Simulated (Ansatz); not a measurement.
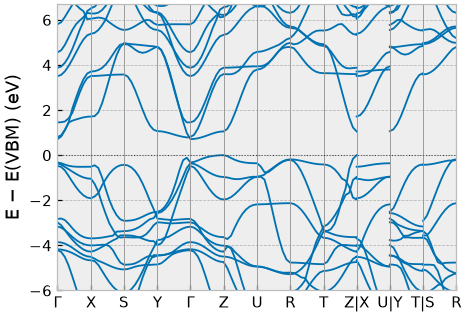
Fig. 1. Band structure from LDA (plane waves, PAW; program Ansatz)

### Question
Read off the gap and where the band edges lie.

### Answer
About 0.7 eV (0.71 eV by a search for the band edges); maximum at Z, minimum at Γ.

### Question
Which compound is it?
A) Sb2S3, Pnma (Pearson symbol oP20)
B) ZnSnN2, Pna2_1 (Zn on 4a, Sn on 4a, N on 4a, N on 4a)
C) SnO, Pmn2_1 (Sn on 2a, O on 2a)
D) SrTaNO2, Pmm2 (Pearson symbol oP5)

### Answer
D, SrTaNO2, Pmm2 (Pearson symbol oP5)

The workflow started from a Materials Project entry (that database holds measured and hypothetical structures alike); the Crystallography Open Database copy checked does not list it. With N and O taken as one species the cell has the higher symmetry P4mm, so it may be an ordered model of a mixed-site phase. Whether it is the stable phase at ambient conditions was not checked. The cell was relaxed with LDA under the symmetry of its start. At this level the phase is dynamically unstable (imaginary phonons). No spin polarisation was allowed. Scalar-relativistic: spin–orbit coupling is off unless named, which matters more the heavier the elements.

Potentials: the later of the program's two PAW sets.
